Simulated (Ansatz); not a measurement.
# The cluster Ge₁₂N: the relaxed shape and its frontier levels

Aim: characterise the cluster Ge₁₂N as a doublet: its structure, frontier levels and distribution of charge and spin.

Method: UKS PBE0-D4/def2-TZVP; program: Ansatz 0.2.0, Gaussian basis.

The runs, in order: a search for the lowest solution at PBE-D4/def2-SVP; a single point at PBE0-D4/def2-TZVP.

2 further runs of the same task are left out: 2 set aside as unsound or not needed.

## Step 1: The relaxed structure

The doublet was relaxed beforehand with PBE-D4/def2-SVP. At that level it is the lowest of the isomers that a small search found.

13 atoms, charge 0, spin multiplicity 2.

Atoms are counted from 1 here; the program's logs count them from 0.

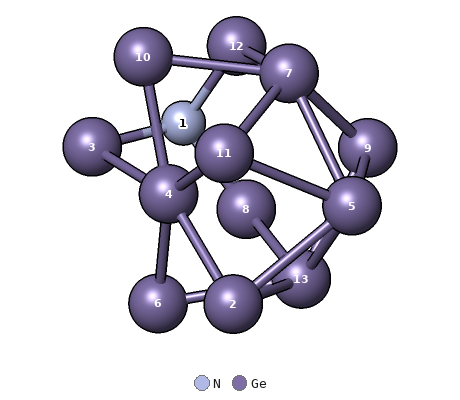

The structure; nitrogen light blue, germanium purple; atoms are numbered from 1 in the order of the file.

Bonds by kind at the end (by distance):

| bond | count | shortest (Å) | longest (Å) |
| --- | --- | --- | --- |
| Ge–Ge | 18 | 2.487 | 2.855 |
| Ge–N | 3 | 1.872 | 1.908 |

## Step 2: Searching for the lowest solution, PBE-D4/def2-SVP

start.molden holds the orbitals of an earlier run on this state, given as this run's starting guess.

in.yaml reads:

```yaml
crystal:
  periodic: [false, false, false]
  atoms:
    - {symbol: N, position_ang: [-1.114259, 1.333443, 2.042381]}
    - {symbol: Ge, position_ang: [2.110411, -2.095509, -0.901742]}
    - {symbol: Ge, position_ang: [0.684906, 1.825552, 2.203961]}
    - {symbol: Ge, position_ang: [1.400233, 0.240061, -0.059794]}
    - {symbol: Ge, position_ang: [-0.252200, -1.790572, -2.274766]}
    - {symbol: Ge, position_ang: [1.515842, -1.188033, 1.972671]}
    - {symbol: Ge, position_ang: [-0.911912, 0.831941, -1.944314]}
    - {symbol: Ge, position_ang: [-1.360123, -0.545981, 2.251678]}
    - {symbol: Ge, position_ang: [-2.340155, -0.935088, -0.599193]}
    - {symbol: Ge, position_ang: [0.759940, 2.508500, -0.852431]}
    - {symbol: Ge, position_ang: [1.649889, 0.163341, -2.628984]}
    - {symbol: Ge, position_ang: [-1.858675, 1.899826, 0.379414]}
    - {symbol: Ge, position_ang: [-0.283909, -2.247461, 0.411118]}
basis:
  gaussian: {orbitals: def2-SVP, initial_orbitals: start.molden}
magnetization: {spin_polarized: true, initial_magnetization: 1}
hamiltonian: {xc: pbe, dispersion: d4}
output: {orbitals: {seedname: orbitals}}
```

Started as:

```sh
$ ansatz run in.yaml --threads 2 --pin off --events-out ev --progress --plain --max-ram 32768MiB --backend cuda --devices 0, --max-vram 18GiB
```

What it wrote:

```text
Functional definition: PBE
  name "PBE"
  cite "Perdew, Burke & Ernzerhof, Phys. Rev. Lett. 77, 3865 (1996) doi:10.1103/PhysRevLett.77.3865"
  parent pbe
  parameter kappa = 0.804
  parameter beta = 0.06672455060314922
  exchange = pbe_x(kappa = kappa, mu = beta*pi^2/3)
  correlation = pbe_c(beta = beta)
4384 factors; their error is unknown
mean field evaluation 1: about -679398.8535 eV, gradient 3.0e2 eV
mean field evaluation 2: about -679434.3804 eV, gradient 5.1e1 eV
mean field evaluation 4: about -679494.5427 eV, gradient 2.5e1 eV
mean field evaluation 8: about -679527.2498 eV, gradient 2.8e0 eV
mean field evaluation 16: about -679512.5760 eV, gradient 6.5e1 eV
mean field evaluation 32: about -679527.0966 eV, gradient 1.1e-1 eV
mean field evaluation 64: about -679524.2863 eV, gradient 6.4e0 eV
mean field evaluation 96: about -679526.5380 eV, gradient 2.4e0 eV
mean field -679527.09665311 eV, -24972.1602019927 hartree, gradient 1.7e-5 eV, S^2 0.754882; 5 other end points of the search recorded, 0 dependent functions left out
reference -679527.09669641 eV, -24972.1602035838 hartree; 196, 195 occupied and 202, 203 virtual orbitals, 4384 factors
Total energy: -679528.83716950 eV, -24972.2241647901 hartree
```

Run time: 36 s. Hardware: 1 × H100 (card shared with other runs) with 2 threads of AMD EPYC 7R13, shared host; peak host memory 1.3 GiB.

HOMO -4.35 eV, LUMO -4.05 eV (over both spins); ⟨S²⟩ 0.755 (pure: 0.75).

## Step 3: Single point, PBE0-D4/def2-TZVP

in.yaml: that of step 2 with these lines changed.

```diff
@@ -17,5 +17,6 @@
 basis:
-  gaussian: {orbitals: def2-SVP, initial_orbitals: start.molden}
+  gaussian: {orbitals: def2-TZVP, fitting: {mean_field: def2-universal-jkfit}, initial_orbitals: start.molden}
 magnetization: {spin_polarized: true, initial_magnetization: 1}
-hamiltonian: {xc: pbe, dispersion: d4}
+hamiltonian: {xc: pbe0, dispersion: d4}
+scf: {omitted_lower_state_checks: [starts]}
 output: {orbitals: {seedname: orbitals}}
```

Launched as before.

What it wrote:

```text
Functional definition: PBE0
  name "PBE0"
  cite "Adamo & Barone, J. Chem. Phys. 110, 6158 (1999) doi:10.1063/1.478522"
  cite "Perdew, Burke & Ernzerhof, Phys. Rev. Lett. 77, 3865 (1996) doi:10.1103/PhysRevLett.77.3865"
  parent pbe
  parameter a = 0.25
  parameter kappa = 0.804
  parameter beta = 0.06672455060314922
  exchange = (1 - a)*pbe_x(kappa = kappa, mu = beta*pi^2/3) + a*exact_x
  correlation = pbe_c(beta = beta)
these checks for a lower state are left out or cut short: starts
3269 factors; integrals over basis functions are off by at most 4.0e-1 eV
mean field evaluation 1: about -679623.2218 eV, gradient 2.6e2 eV
mean field evaluation 2: about -679629.2369 eV, gradient 9.1e0 eV
mean field evaluation 4: about -679629.6541 eV, gradient 1.1e-2 eV
mean field -679629.65340320 eV, -24975.9290930429 hartree, gradient 2.0e-5 eV, S^2 0.766649; 0 other end points of the search recorded, 0 dependent functions left out
reference -679629.65343574 eV, -24975.9290942386 hartree; 196, 195 occupied and 411, 412 virtual orbitals, 3269 factors
Total energy: -679631.20081791 eV, -24975.9859594846 hartree
Checks for a lower state left out: starts
```

Wall time 23 s (1 × H100 (card shared with other runs) with 2 threads of AMD EPYC 7R13, shared host); peak host memory 1.2 GiB.

From the report: HOMO -4.98 eV, LUMO -3.50 eV (over both spins); ⟨S²⟩ 0.767 (pure: 0.75).

Mulliken charges, from this run's orbitals:

N1 -0.47; Ge2 0.05; Ge3 0.24; Ge4 -0.06; Ge5 -0.02; Ge6 -0.04; Ge7 -0.03; Ge8 0.22; Ge9 -0.09; Ge10 -0.04; Ge11 0.05; Ge12 0.22; Ge13 -0.03

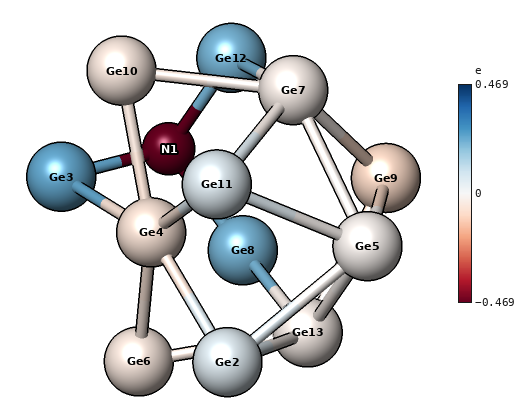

Mulliken charges, from this run's orbitals, as colours on the atoms.

Mulliken spin populations:

N1 0.00; Ge2 -0.01; Ge3 0.19; Ge4 -0.04; Ge5 0.02; Ge6 0.06; Ge7 0.29; Ge8 0.07; Ge9 0.01; Ge10 0.06; Ge11 -0.01; Ge12 0.07; Ge13 0.29

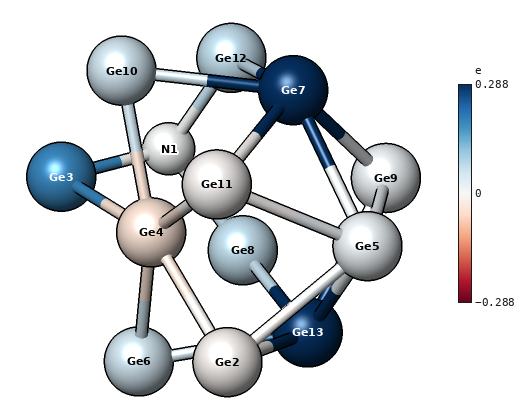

Mulliken spin populations, as colours on the atoms.

Largest Mayer bond orders: N1–Ge3 0.98; N1–Ge8 0.86; N1–Ge12 0.86; Ge4–Ge6 0.71; Ge4–Ge10 0.71; Ge6–Ge13 0.60; Ge7–Ge10 0.60; Ge7–Ge9 0.58; Ge9–Ge13 0.58; Ge2–Ge4 0.55.

## Step 4: Outcome

| quantity | value |
| --- | --- |
| point group | Cs |
| commonest bond | Ge–Ge, 18 of mean length 2.676 Å |
| HOMO, LUMO at PBE0-D4/def2-TZVP (over both spins) | -4.98, -3.50 eV |
| ⟨S²⟩ | 0.767 |

**Reading.** No usable vibrations, so a minimum isn't proven. Whether this spin is the lowest isn't tested here. The point group is read from a loosely relaxed geometry; soft torsions can leave it below the true symmetry.
